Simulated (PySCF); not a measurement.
## Electronic structure of InBr (charge −1, doublet) in real space

```xyz
2

In    0.0000    0.0000   -1.1327
Br    0.0000    0.0000    1.6493
```

Core potentials replace the inner electrons of In.

Computed with PBE0/def2-TZVPPD, non-relativistic Hamiltonian with scalar-relativistic core potentials where named, at a bond length of 2.782 Å in PySCF 2.14.0.

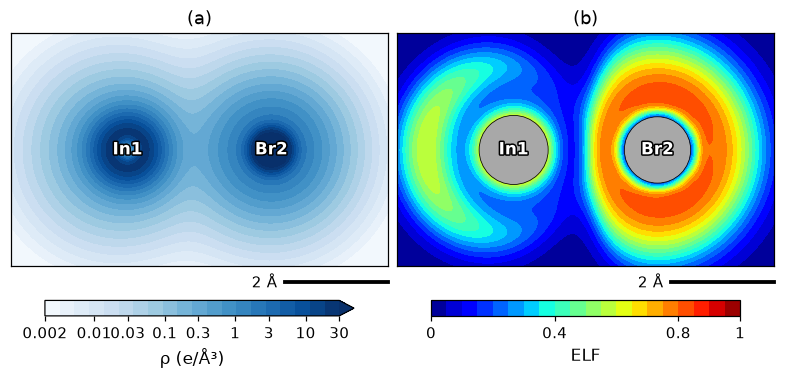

Figure 1. (a) electron density; (b) electron localisation function on a plane that holds the molecular axis. Grey discs cover the atomic cores in the ELF map.

**What does the map show?**

- Atoms in the plane: In and Br.
- In–Br (2.78 Å): ρ at the midpoint is about 0.29 e/Å³; the ELF peaks at about 0.80 in the valence shell of Br, 1.0 Å from its nucleus, and drops to about 0.15 between the two atoms.
- The ELF also peaks beside Br2, away from the bonds: non-bonding electrons, paired or unpaired.

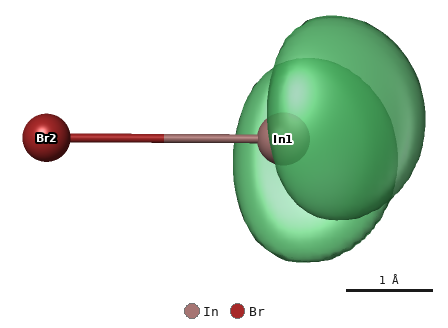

Figure 2. Isosurface of the electron localisation function at 0.9 (green), seen from one side. Only the valence region is drawn (cores and ρ < 0.01 e/Å³ removed).

**Where are the electrons localised?**

The surface consists of two lobes on In, pointing away from the bonds (non-bonding electrons).
